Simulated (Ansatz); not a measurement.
```cif
data_structure
_symmetry_space_group_name_H-M 'P 1'
_symmetry_Int_Tables_number 1
_cell_length_a 5.4279
_cell_length_b 5.4279
_cell_length_c 6.7516
_cell_angle_alpha 90.000
_cell_angle_beta 90.000
_cell_angle_gamma 120.000
_cell_volume 172.27
loop_
_atom_site_label
_atom_site_type_symbol
_atom_site_fract_x
_atom_site_fract_y
_atom_site_fract_z
_atom_site_occupancy
Na1 Na 0.33333 0.66667 0.25000 1
Na2 Na 0.66667 0.33333 0.75000 1
Na3 Na 0.00000 0.00000 0.00000 1
Na4 Na 0.00000 0.00000 0.50000 1
Hg1 Hg 0.33333 0.66667 0.75000 1
Hg2 Hg 0.66667 0.33333 0.25000 1
```

Space group P6₃/mmc; a structure generated by program, which may or may not match a known phase.

These are results of DFT PBE, scalar-relativistic, plane waves, PAW in Ansatz 0.2.0, not measurements.

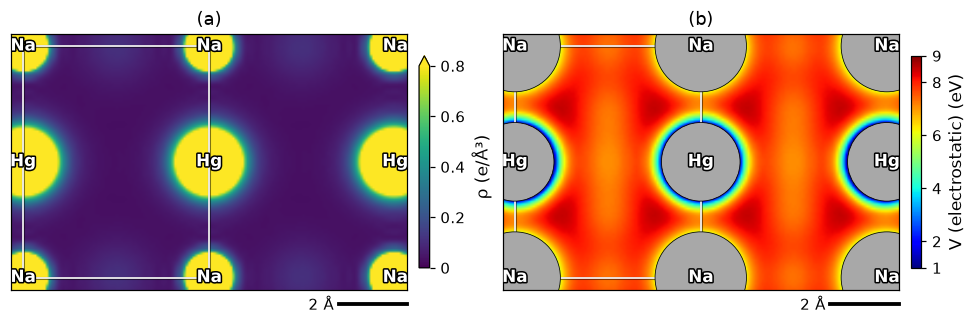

Na$_{2}$Hg. (a) valence pseudo-density; (b) electrostatic potential energy of an electron on the (100) plane of the conventional cell. Grey discs cover the atomic cores in the potential map.

Question: Interpret the plot.

Answer: The section cuts through Na and Hg sites. Na–Hg (3.38 Å): ρ at the midpoint is about 0.09 e/Å³, with its minimum of 0.04 e/Å³ about 1.2 Å from Na. Between the atoms the lowest density in this plane is 0.03 e/Å³. Outside the cores the potential energy rises away from the atoms and is highest about 2.1 Å from the nearest atoms; its zero is arbitrary.
